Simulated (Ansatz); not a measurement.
# GeH3O (SMILES [O][GeH3]): U-r2SCAN0/STO-3G

What is the vertical doublet–quartet gap of GeH3O at U-r2SCAN0/STO-3G? 

The results are computed with Ansatz 0.2.0.

80 further runs of the same task are left out: 25 that didn't finish, 55 set aside as unsound or not needed.

**1. The molecule**

The species is GeH3O (5 atoms), meant as a doublet with charge 0. SMILES: `[O][GeH3]`. Geometry: relaxed at PBE0-D4/def2-TZVP.

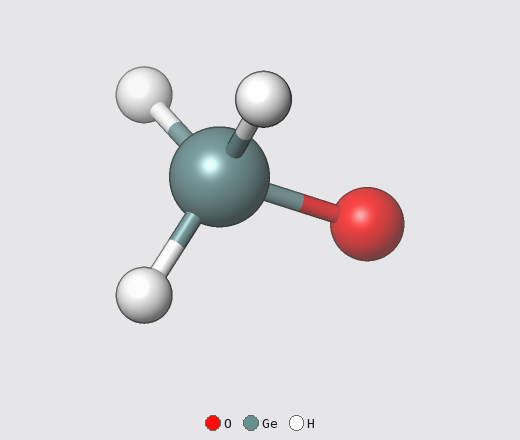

Viewed from a chosen angle; oxygen red, germanium teal, hydrogen white.

**2. A single-point energy at U-r2SCAN0/STO-3G**

job.yaml

```yaml
crystal:
  periodic: [false, false, false]
  atoms:
    - {symbol: O, position_ang: [-1.443900, 0.418600, 0.777300]}
    - {symbol: Ge, position_ang: [0.072300, -0.056300, -0.056900]}
    - {symbol: H, position_ang: [-0.162200, -0.091200, -1.574700]}
    - {symbol: H, position_ang: [0.548000, -1.418100, 0.471500]}
    - {symbol: H, position_ang: [1.035700, 1.073400, 0.341400]}
basis:
  gaussian:
    orbitals: STO-3G
magnetization:
  spin_polarized: true
  initial_magnetization: 1
hamiltonian:
  xc: {name: r2SCAN0}
accuracy: high
```

On the command line:

```bash
$ ansatz run job.yaml --threads 1 --pin off --max-ram 2610MiB --events-out events.jsonl --progress --plain --runs-dir runs
```

Log:

```text
Warning: RAYON_NUM_THREADS=1 ignored (pool sized by the plan → 1); use --threads N
Functional definition: r2SCAN0
  name "r2SCAN0"
  parameter a = 0.25
  parameter k0 = 0.174
  parameter k1 = 0.065
  parameter a1 = 4.9479
  exchange = (1 - a)*r2scan_x(k0 = k0, k1 = k1, a1 = a1) + a*exact_x
  correlation = r2scan_c
384 factors; integrals over basis functions are off by at most 5.4e-9 eV
mean field evaluation 1: about -57910.2807 eV, gradient 4.9e1 eV
mean field evaluation 2: about -57776.6136 eV, gradient 9.8e1 eV
mean field evaluation 4: about -57934.0423 eV, gradient 6.3e0 eV
mean field evaluation 8: about -57934.5210 eV, gradient 6.5e-2 eV
mean field evaluation 16: about -57934.5140 eV, gradient 3.2e-1 eV
mean field evaluation 32: about -57934.5168 eV, gradient 1.4e-1 eV
mean field -57934.53133133 eV, -2129.0547569908 hartree, gradient 8.9e-9 eV, S^2 0.753742; 2 other end points of the search recorded, 0 dependent functions left out
reference -57934.53133190 eV, -2129.0547570114 hartree; 22, 21 occupied and 4, 5 virtual orbitals, 384 factors
Total energy: -57934.53133190 eV, -2129.0547570114 hartree
```

Wall time 27 s (1 thread of Arm Neoverse V1, shared host); peak memory 0.23 GiB.

**3. The quartet**

input.yaml

```yaml
basis:
  gaussian:
    orbitals: STO-3G
crystal:
  periodic: [false, false, false]
  atoms:
    - {symbol: O, position_ang: [-1.443900, 0.418600, 0.777300]}
    - {symbol: Ge, position_ang: [0.072300, -0.056300, -0.056900]}
    - {symbol: H, position_ang: [-0.162200, -0.091200, -1.574700]}
    - {symbol: H, position_ang: [0.548000, -1.418100, 0.471500]}
    - {symbol: H, position_ang: [1.035700, 1.073400, 0.341400]}
magnetization:
  spin_polarized: true
  initial_magnetization: 3
hamiltonian:
  xc: {name: r2SCAN0}
accuracy: high
```

On the command line:

```bash
$ ansatz run input.yaml --threads 1 --pin off --max-ram 2610MiB --events-out events.jsonl --progress --plain --runs-dir runs
```

Log, shortened:

```text
Warning: RAYON_NUM_THREADS=1 ignored (pool sized by the plan → 1); use --threads N
[... 8 set-up lines as earlier in the session ...]
384 factors; integrals over basis functions are off by at most 5.4e-9 eV
mean field evaluation 1: about -57880.7919 eV, gradient 8.0e1 eV
mean field evaluation 2: about -57766.3497 eV, gradient 9.8e1 eV
mean field evaluation 4: about -57894.1199 eV, gradient 6.7e1 eV
mean field evaluation 8: about -57926.3869 eV, gradient 9.3e0 eV
mean field evaluation 16: about -57927.4550 eV, gradient 8.7e-3 eV
mean field evaluation 32: about -57927.4550 eV, gradient 8.9e-8 eV
mean field -57927.45501413 eV, -2128.7947071301 hartree, gradient 8.9e-8 eV, S^2 3.750818; 0 other end points of the search recorded, 0 dependent functions left out
reference -57927.45501470 eV, -2128.7947071509 hartree; 23, 20 occupied and 3, 6 virtual orbitals, 384 factors
Total energy: -57927.45501470 eV, -2128.7947071509 hartree
```

Wall time 7.2 s (1 thread of Arm Neoverse V1, shared host); peak memory 0.23 GiB.

**4. Outcome**

Level: U-r2SCAN0/STO-3G.

```
                                        quantity           value
                           doublet: total energy  -2129.05476 Eh
                                   doublet: ⟨S²⟩           0.754
                           quartet: total energy  -2128.79471 Eh
                                   quartet: ⟨S²⟩           3.751
vertical energy of the quartet above the doublet        7.076 eV
```

What this shows: At this shape the quartet lies 7.08 eV (163 kcal/mol) above the doublet. In a minimal basis such a difference can be off by several eV, whatever the method.
